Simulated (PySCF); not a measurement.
Run report: C₃H₁₀Si, excited-state calculation

System: C₃H₁₀Si (trimethylsilane), SMILES C[SiH](C)C.
Method: TDDFT PBE0/def2-SVP, vertical, gas phase, core orbitals frozen in the response (PySCF 2.14.0).

The geometry comes from this level: PBE0-D3(BJ)/def2-SVP.

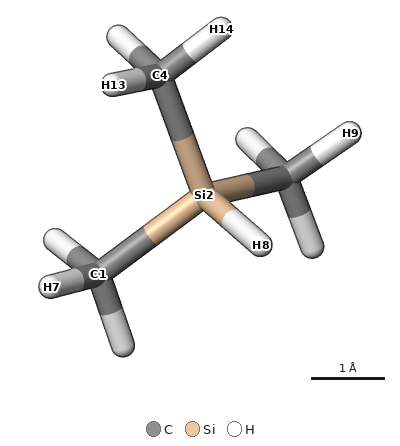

The structure (stick view, seen at a tilt; atoms are numbered from 1 in the order of the input). Bond lengths as drawn: C–H 1.10 Å, C–Si 1.88 Å and H–Si 1.50 Å.

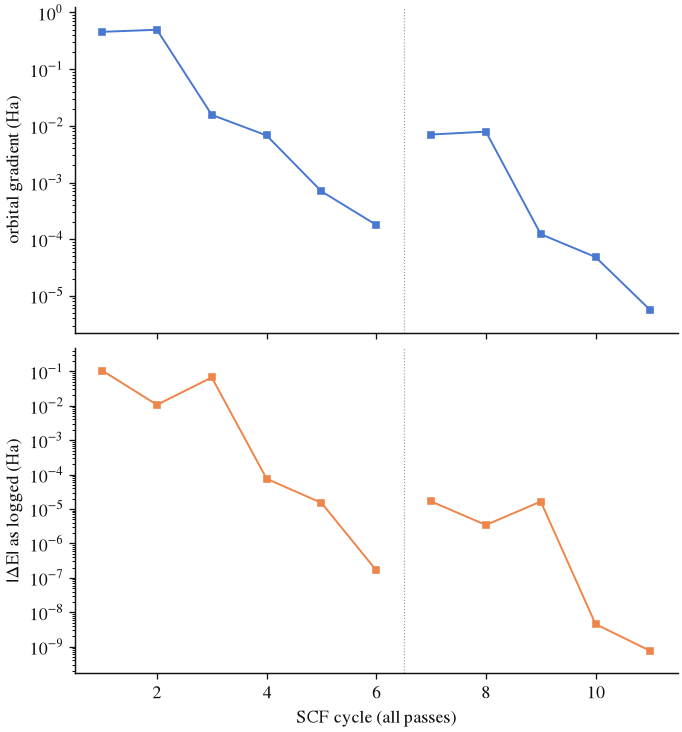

Convergence of the self-consistent field: orbital gradient and size of the energy change against the SCF cycle. The dotted line marks the change from a coarse to the final integration grid. The first 6 cycles use a coarse grid, the final grid takes over at cycle 7, and the field converges after 11 cycles in all.

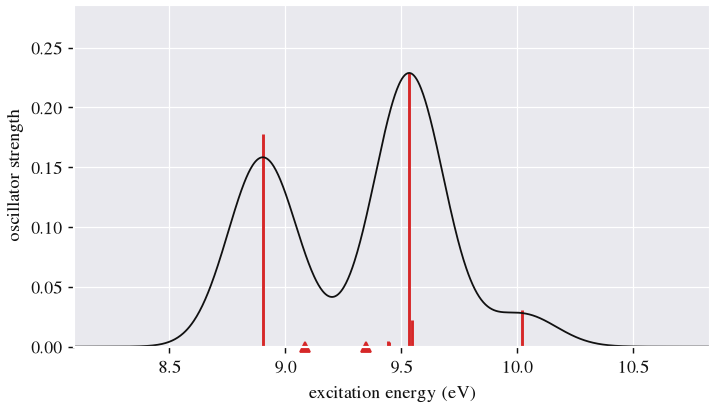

Computed excitations as sticks (degenerate states added up, dark ones marked on the axis), with a Gaussian envelope of 0.35 eV full width at half maximum, scaled to the tallest. Of the 10 states the lowest lies at 8.90 eV (f = 0.088); the strongest line is at 9.54 eV, or 130 nm (f = 0.229, summed over 2 states that lie within 0.004 eV).

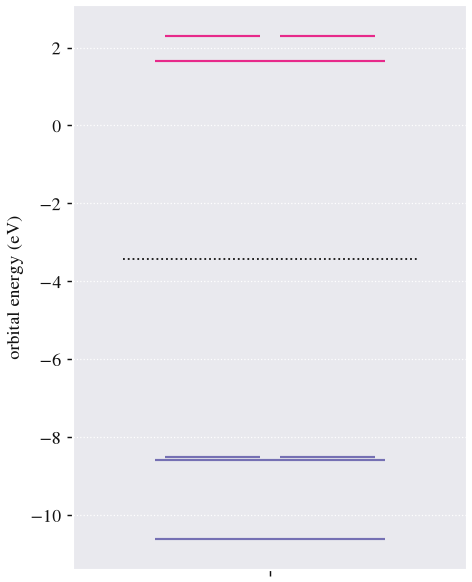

Orbital energies near the frontier; the dotted line parts filled from empty levels, and levels within 0.02 eV of each other stand side by side. Highest filled −8.52 eV, lowest empty 1.66 eV, 10.18 eV apart.

These pictures come from the run below.

**The input**
```
{"job": {"kind": "uv", "xc": "PBE0", "basis": "def2-SVP"}, "charge": 0, "multiplicity": 1}
C      0.116510     1.708884    -0.496498
Si    -0.086484     0.108327     0.472900
C     -1.551087    -0.873064    -0.187302
C      1.486631    -0.919839     0.364419
H     -0.790416     2.330380    -0.432638
H      0.308295     1.499925    -1.561277
H      0.960210     2.302923    -0.111669
H     -0.343244     0.445690     1.913121
H     -1.704583    -1.795945     0.393837
H     -1.388321    -1.159579    -1.238754
H     -2.480610    -0.284673    -0.137517
H      1.705983    -1.191750    -0.680581
H      2.352651    -0.364270     0.756935
H      1.393674    -1.851759     0.943934
```

The first line tells a small driver script what to run in PySCF; the rest is the geometry in Å.

Launched with:
```bash
OMP_NUM_THREADS=1 python <driver script> task.json out
```

**What the program printed**
```
coarse grid: 11088 points
cycle   1  E = -409.2968865410  dE = -1.059e-01  |g| = 4.555e-01  |ddm| = 3.326e+00
cycle   2  E = -409.2861967546  dE =  1.069e-02  |g| = 4.954e-01  |ddm| = 9.179e-01
cycle   3  E = -409.3528710202  dE = -6.667e-02  |g| = 1.562e-02  |ddm| = 4.735e-01
cycle   4  E = -409.3529469708  dE = -7.595e-05  |g| = 6.765e-03  |ddm| = 3.334e-02
cycle   5  E = -409.3529621305  dE = -1.516e-05  |g| = 6.993e-04  |ddm| = 9.923e-03
cycle   6  E = -409.3529622967  dE = -1.661e-07  |g| = 1.789e-04  |ddm| = 1.295e-03
final grid: 99272 points
cycle   7  E = -409.4057697495  dE = -1.668e-05  |g| = 7.024e-03  |ddm| = 1.962e-02
cycle   8  E = -409.4057663084  dE =  3.441e-06  |g| = 7.899e-03  |ddm| = 1.323e-02
cycle   9  E = -409.4057828295  dE = -1.652e-05  |g| = 1.228e-04  |ddm| = 7.171e-03
cycle  10  E = -409.4057828340  dE = -4.535e-09  |g| = 4.845e-05  |ddm| = 2.583e-04
cycle  11  E = -409.4057828348  dE = -7.535e-10  |g| = 5.594e-06  |ddm| = 6.776e-05
converged SCF energy = -409.4057828348

Static polarisability (au): isotropic 57.335, principal 53.601 59.190 59.215

Singlet excitations
state   eV       nm        f      main configurations
  1   8.9005    139.3   0.08837   H->L 0.94
  2   8.9025    139.3   0.08907   H-1->L 0.94
  3   9.0841    136.5   0.00234   H-2->L 0.98
  4   9.3477    132.6   0.00001   H-1->L+1 0.42, H->L+2 0.41
  5   9.4434    131.3   0.00444   H-2->L+1 0.67, H->L+1 0.09, H-1->L+2 0.09
  6   9.4475    131.2   0.00381   H-2->L+2 0.67, H->L+2 0.10, H-1->L+1 0.09
  7   9.5339    130.0   0.11421   H->L+2 0.33, H-1->L+1 0.28, H-2->L+2 0.19
  8   9.5374    130.0   0.11459   H->L+1 0.41, H-1->L+2 0.21, H-2->L+1 0.19
  9   9.5451    129.9   0.02230   H-1->L+2 0.54, H->L+1 0.29
 10  10.0221    123.7   0.03043   H->L+3 0.53, H-1->L+3 0.35

Triplet excitations (Tamm-Dancoff, eV): 8.5360 8.5363 8.6900 8.8521
```

**Results in brief**

```json
{"quantity": "outcome", "value": "converged"}
{"quantity": "total energy", "value": "−409.405783 hartree"}
{"quantity": "HOMO", "value": "−8.51 eV"}
{"quantity": "LUMO", "value": "1.66 eV"}
{"quantity": "dipole moment", "value": "0.60 D"}
{"quantity": "mean polarisability", "value": "57.34 a.u."}
{"quantity": "lowest singlet excitation", "value": "8.90 eV"}
{"quantity": "hardware", "value": "1 CPU thread, shared host"}
{"quantity": "wall time", "value": "6.3 s"}
{"quantity": "peak memory", "value": "0.53 GiB"}
```
